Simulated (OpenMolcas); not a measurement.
# Run report: C$_{3}$H$_{10}$Si, single-point calculation (part 3 of 3)

Continued. System: C$_{3}$H$_{10}$Si, SMILES C[SiH](C)C. Method: CASSCF/ANO-S-VDZP (OpenMolcas 26.06). The geometry comes from this level: PBE0-D4/def2-TZVP.

Geometry of the input (Å):
```
C  -0.9568  1.0826  -1.0384
Si -0.3388  -0.0146  0.3489
C  1.2394  0.6841  1.0778
C  -0.0513  -1.7567  -0.2776
H  -1.8881  0.6972  -1.4609
H  -1.1459  2.0987  -0.6831
H  -0.2216  1.1413  -1.8459
H  -1.3795  -0.0593  1.4204
H  2.0290  0.7335  0.3228
H  1.6018  0.0635  1.9012
H  1.0818  1.6941  1.4643
H  -0.9688  -2.1840  -0.6898
H  0.7069  -1.7673  -1.0657
H  0.2919  -2.4131  0.5260
```

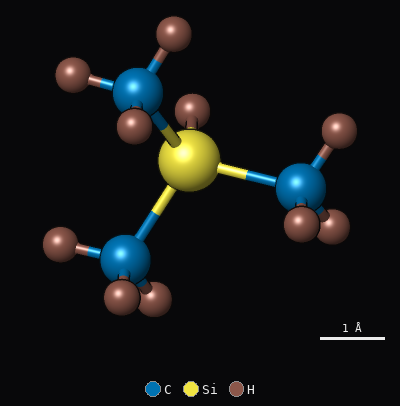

The structure (ball-and-stick view, seen at a tilt).

**What the program printed, continued**
```
               1 C1            2 SI2           3 C3            4 C4            5 H5            6 H6
    1 C1       0.000000
    2 SI2      1.873599        0.000000
    3 C3       3.075776        1.873551        0.000000
    4 C4       3.075772        1.873518        3.075796        0.000000
    5 H5       1.092867        2.486436        4.028204        3.285675        0.000000
    6 H6       1.092912        2.486458        3.285045        4.028236        1.766362        0.000000
    7 H7       1.093627        2.483342        3.300239        3.299541        1.767108        1.767215
    8 H8       2.743776        1.494378        2.743840        2.743809        3.022062        3.022622
    9 H9       3.299960        2.483307        1.093587        3.299882        4.304251        3.599388
   10 H10      4.028182        2.486295        1.092916        3.285276        4.887197        4.286082
   11 H11      3.285320        2.486338        1.092849        4.028170        4.286130        3.120525
   12 H12      3.285170        2.486382        4.028220        1.092841        3.121061        4.286365
   13 H13      3.300087        2.483252        3.299623        1.093655        3.600551        4.304092
   14 H14      4.028215        2.486353        3.285557        1.092895        4.286506        4.887283

               7 H7            8 H8            9 H9           10 H10          11 H11          12 H12
    7 H7       0.000000
    8 H8       3.667545        0.000000
    9 H9       3.151946        3.667578        0.000000
   10 H10      4.304323        3.022317        1.767129        0.000000
   11 H11      3.600259        3.022306        1.767191        1.766391        0.000000
   12 H12      3.598958        3.022576        4.303948        4.286318        4.887204        0.000000
   13 H13      3.151314        3.667564        3.151171        3.599329        4.303805        1.767176
   14 H14      4.303876        3.022235        3.599986        3.120987        4.286425        1.766358

              13 H13          14 H14
   13 H13      0.000000
   14 H14      1.767142        0.000000

                    **************************************
                    *    Valence Bond Angles / degree    *
                    **************************************
                          Atom centers                 Phi
                      5 H5       1 C1       6 H6       107.82
                      5 H5       1 C1       7 H7       107.84
                      6 H6       1 C1       7 H7       107.85
                      9 H9       3 C3      10 H10      107.84
                      9 H9       3 C3      11 H11      107.85
                     10 H10      3 C3      11 H11      107.83
                     12 H12      4 C4      13 H13      107.85
                     12 H12      4 C4      14 H14      107.83
                     13 H13      4 C4      14 H14      107.84
--

            Nuclear Potential Energy            175.33263181 au

--- Stop Module: gateway /rc=_RC_ALL_IS_WELL_ ---

--- Start Module: seward ---

                                              &SEWARD

                       available to each process: 1.9 GB of memory, 1 thread

               SEWARD will generate:
                  Multipole Moment integrals up to order  2
                  Kinetic Energy integrals
                  Nuclear Attraction integrals (point charge)
                  One-Electron Hamiltonian integrals
                  Velocity integrals
                  Orbital angular momentum around ( -0.1683  -0.0072   0.1733 )
                  Velocity quadrupole around ( -0.1683  -0.0072   0.1733 )
                  RI decomposed two-electron repulsion integrals stored Cholesky style
                   - acCD auxiliary basis
                   - CD Threshold:   1.00E-04

                   Integrals are discarded if absolute value <: 1.00E-14
                   Integral cutoff threshold is set to       <: 1.00E-16

            Nuclear Potential Energy            175.33263181 au

      Basis set specifications :
      Symmetry species         a
      Basis functions          110

--- Stop Module: seward /rc=_RC_ALL_IS_WELL_ ---
--- Module seward spent 1 second ---

>>> COPY step2.RunFile RUNFIL2

--- Start Module: expbas ---

                                              &EXPBAS

                       available to each process: 1.9 GB of memory, 1 thread

 Header on input orbitals file:
* RASSCF average (pseudo-natural) orbitals

 Information from input runfile
           Number of symmetries    1
      Number of basis functions   34

 Information from expanded basis set runfile
           Number of symmetries    1
      Number of basis functions  110
 New orbitals have been built in file EXPORB
--- Stop Module: expbas /rc=_RC_ALL_IS_WELL_ ---

--- Start Module: rasscf ---

                                              &RASSCF

                       available to each process: 1.9 GB of memory, 1 thread

      Header of the ONEINT file:
      --------------------------

      OrdInt status: non-squared

      Cartesian coordinates in angstrom:
      -----------------------------------------------------
      No.  Label        X            Y            Z
      -----------------------------------------------------
       1   C1        -0.95680000   1.08260000  -1.03840000
       2   SI2       -0.33880000  -0.01460000   0.34890000
       3   C3         1.23940000   0.68410000   1.07780000
       4   C4        -0.05130000  -1.75670000  -0.27760000
       5   H5        -1.88810000   0.69720000  -1.46090000
       6   H6        -1.14590000   2.09870000  -0.68310000
       7   H7        -0.22160000   1.14130000  -1.84590000
       8   H8        -1.37950000  -0.05930000   1.42040000
       9   H9         2.02900000   0.73350000   0.32280000
      10   H10        1.60180000   0.06350000   1.90120000
      11   H11        1.08180000   1.69410000   1.46430000
      12   H12       -0.96880000  -2.18400000  -0.68980000
      13   H13        0.70690000  -1.76730000  -1.06570000
      14   H14        0.29190000  -2.41310000   0.52600000
      -----------------------------------------------------
      Nuclear repulsion energy =  175.33263181

++    Wave function specifications:
      -----------------------------

      Number of closed shell electrons          36
      Number of electrons in active shells       6
      Max number of holes in RAS1 space          0
      Max nr of electrons in RAS3 space          0
      Number of inactive orbitals               18
      Number of active orbitals                  6
      Number of secondary orbitals              86
      Spin quantum number                      0.0
      State symmetry                             1
--

++    Orbital specifications:
      -----------------------

      Symmetry species                           1
                                                 a
      Frozen orbitals                            0
      Inactive orbitals                         18
      Active orbitals                            6
      RAS1 orbitals                              0
      RAS2 orbitals                              6
      RAS3 orbitals                              0
      Secondary orbitals                        86
      Deleted orbitals                           0
      Number of basis functions                110
--

++    CI expansion specifications:
      ----------------------------

      Number of CSFs                           175
      Number of spin combinations              210
      Number of determinants                   400
      Number of root(s) required                 1
      Root chosen for geometry opt.              1
      CI root used                               1

      highest root included in the CI            1
      max. size of the explicit Hamiltonian    175
--

++    Optimization specifications:
      ----------------------------

      RASSCF algorithm: LK RI/DF
      Maximum number of macro iterations       200
      Maximum number of SX iterations          100
      Threshold for RASSCF energy            1.000E-08
      Threshold for max MO rotation          1.000E-01
      Threshold for max BLB element          1.000E-04
      Level shift parameter                  5.000E-01
      Make Quasi-Newton update
--

      The MO-coefficients are taken from the file:
      step2.ExpOrb
      Title:Basis set expanded orbital file EXPORB

      Total molecular charge    0.00

      ************************************************************************************************************************
      *                                            Wave function control section                                             *
      ************************************************************************************************************************

                                         RASSCF iterations: Energy and convergence statistics
                                         ----------------------------------------------------

          iter iter root      energy       change     param      element    value   shift minimum  type update hh:mm:ss
 Nr of preliminary CI iterations:   1
        1   1   14    1  -408.06427653    0.00E+00  -1.03E-01*   9  35 1  1.82E-01*  0.00   0.00    SX    NO    0:00:00
        2   1   24    1  -408.40962249   -3.45E-01*  6.01E-02   17  29 1  4.77E-02*  0.00   0.00    SX    NO    0:00:00
        3   1   19    1  -408.45060171   -4.10E-02*  3.89E-02   19  52 1  1.91E-02*  0.00   0.00    SX    NO    0:00:00
        4   1   14    1  -408.45526684   -4.67E-03*  2.58E-02   19  52 1  7.69E-03*  0.00   0.00    SX    NO    0:00:00
        5   1   13    1  -408.45621816   -9.51E-04*  2.63E-02   19  52 1  4.21E-03*  0.00   1.49    QN   YES    0:00:00
        6   1   12    1  -408.45650337   -2.85E-04*  9.81E-03   20  49 1  8.33E-04*  0.00   1.18    QN   YES    0:00:00
        7   1   12    1  -408.45652740   -2.40E-05*  4.79E-03   12  25 1  5.39E-04*  0.00   1.21    QN   YES    0:00:00
        8   1   11    1  -408.45653268   -5.28E-06*  8.39E-04   17  29 1 -1.73E-04*  0.00   1.03    QN   YES    0:00:00
        9   1   10    1  -408.45653329   -6.12E-07* -7.15E-04   11  33 1 -7.52E-05   0.00   1.38    QN   YES    0:00:00
       10   1    9    1  -408.45653340   -1.11E-07* -1.56E-04   12  25 1 -5.21E-05   0.00   0.77    QN   YES    0:00:00
       11   1    8    1  -408.45653343   -3.26E-08* -1.44E-04   12  25 1 -1.27E-05   0.00   1.43    QN   YES    0:00:00
       12   1    7    1  -408.45653344   -9.93E-09  -9.20E-05   21  25 1 -3.52E-06   0.00   1.45    QN   YES    0:00:00
      Convergence after 12 iterations
       13   1    7    1  -408.45653345   -2.73E-09  -9.20E-05   14  37 1 -2.83E-06   0.00   1.45    QN   YES    0:00:00

      ************************************************************************************************************************
                                                      Wave function printout:
                       occupation of active orbitals, and spin coupling of open shells (u,d: Spin up or down)
      ************************************************************************************************************************

      Note: transformation to natural orbitals
      has been made, which may change the order of the CSFs.

      printout of CI-coefficients larger than  0.05 for root  1
      energy=    -408.456533
      conf/sym  111111     Coeff  Weight
             1  222000  -0.98842 0.97697
            20  2udu0d  -0.05863 0.00344
            27  u2d0ud   0.05864 0.00344

      Natural orbitals and occupation numbers for root  1
      sym 1:   1.983023   1.983021   1.987553   0.012828   0.012827   0.020748

      ************************************************************************************************************************
      *                                                    Final results                                                     *
      ************************************************************************************************************************

++    Final optimization conditions:
      ------------------------------

      Average CI energy                            -408.45653345
      RASSCF energy for state  1                   -408.45653345
      Super-CI energy                                -0.00000000
      RASSCF energy change                           -0.00000000
      Max change in MO coefficients               1.508E-04
      Max non-diagonal density matrix element    -9.196E-05
      Maximum BLB matrix element                 -2.827E-06
      (orbital pair  14,  37 in symmetry   1)
      Norm of electronic gradient            1.680E-05
--

      Final state energy(ies):
      ------------------------

::    RASSCF root number  1 Total energy:   -408.45653345
      Von Neumann Entropy (Root   1) =  0.19516

      Mulliken population analysis for root number:  1
      -----------------------------------------------

++    Molecular charges:
      ------------------

      Mulliken charges per centre
      ---------------------------

                C1      SI2     C3      C4      H5      H6      H7      H8      H9      H10     H11     H12
      Total    6.2454 13.9068  6.2454  6.2454  0.9123  0.9123  0.9166  1.1335  0.9166  0.9123  0.9122  0.9122

      N-E     -0.2454  0.0932 -0.2454 -0.2454  0.0877  0.0877  0.0834 -0.1335  0.0834  0.0877  0.0878  0.0878

                H13     H14
      Total    0.9166  0.9123

      N-E      0.0834  0.0877

      Total electronic charge=   42.000000

      Total            charge=   -0.000000
--

      Expectation values of various properties for root number:  1
      -----------------------------------------------------------

++    Molecular properties:
      ---------------------

      Charge (e):
                      =   -0.0000
      Dipole Moment (debye):
      Origin of the operator (angstrom)=   -0.0891   -0.0038    0.0917
                   X=  4.1589E-01               Y=  1.7500E-02               Z= -4.2785E-01           Total=  5.9693E-01
      Quadrupole Moment (debye*angstrom):
      Origin of the operator (angstrom)=   -0.0891   -0.0038    0.0917
                  XX= -3.6407E+01              XY= -1.9505E-02              XZ=  4.6863E-01              YY= -3.5952E+01
                  YZ=  2.0568E-02              ZZ= -3.6434E+01
      In traceless form (debye*angstrom)
                  XX= -2.1352E-01              XY= -2.9257E-02              XZ=  7.0295E-01              YY=  4.6851E-01
                  YZ=  3.0853E-02              ZZ= -2.5498E-01
--

      LoProp population analysis for root number:  1
      -----------------------------------------------

++    LoProp analysis:
      ----------------

++    Static properties:
      ------------------

      LoProp Charges per center

                   C1       SI2      C3       C4       H5       H6       H7       H8       H9       H10
      Nuclear      6.0000  14.0000   6.0000   6.0000   1.0000   1.0000   1.0000   1.0000   1.0000   1.0000
      Electronic  -6.6625 -12.9407  -6.6625  -6.6625  -0.8747  -0.8747  -0.8800  -1.1835  -0.8800  -0.8747

      Total       -0.6625   1.0593  -0.6625  -0.6625   0.1253   0.1253   0.1200  -0.1835   0.1200   0.1253

                   H11      H12      H13      H14
      Nuclear      1.0000   1.0000   1.0000   1.0000
      Electronic  -0.8747  -0.8747  -0.8800  -0.8747

      Total        0.1253   0.1253   0.1200   0.1253
--

      Natural Bond Order analysis for root number:  1

++    Natural Bond Order analysis
      ---------------------------
      Based on LoProp computed density
      -------------------------------------------------------------------------------------
      Atom A       Atom B       Bond Order
      -------------------------------------------------------------------------------------
      NBO located      0.996 non-bonded electrons on atom C1
      NBO located      1.000 non-bonded electrons on atom SI2
      NBO located      0.997 non-bonded electrons on atom SI2
      NBO located      0.999 non-bonded electrons on atom SI2
      NBO located      0.999 non-bonded electrons on atom SI2
      NBO located      0.999 non-bonded electrons on atom SI2
      NBO located      0.996 non-bonded electrons on atom C3
      NBO located      0.996 non-bonded electrons on atom C4
      The remaining   18.080 electrons are to be considered as diffuse
--

--

      Average orbitals are written to the RASORB file
      Natural orbitals for root   1 are written to the RASORB.1 file
      Spin density orbitals for root   1 are written to the SPDORB.1 file

--- Stop Module: rasscf /rc=_RC_ALL_IS_WELL_ ---
--- Module rasscf spent 5 seconds ---

.##################.
.# Happy landing! #.
.##################.

    Timing: Wall=10.22 User=9.26 System=0.75
```

**Results in brief**

- outcome: converged
- total energy: −408.456533 hartree
- CASSCF energy: −408.456533 hartree
- basis functions: 110
- wall time: 11 s
- peak memory: 0.37 GiB

**Notes**

The record of the run, not the program, notes: an active orbital turned away from the chosen space.
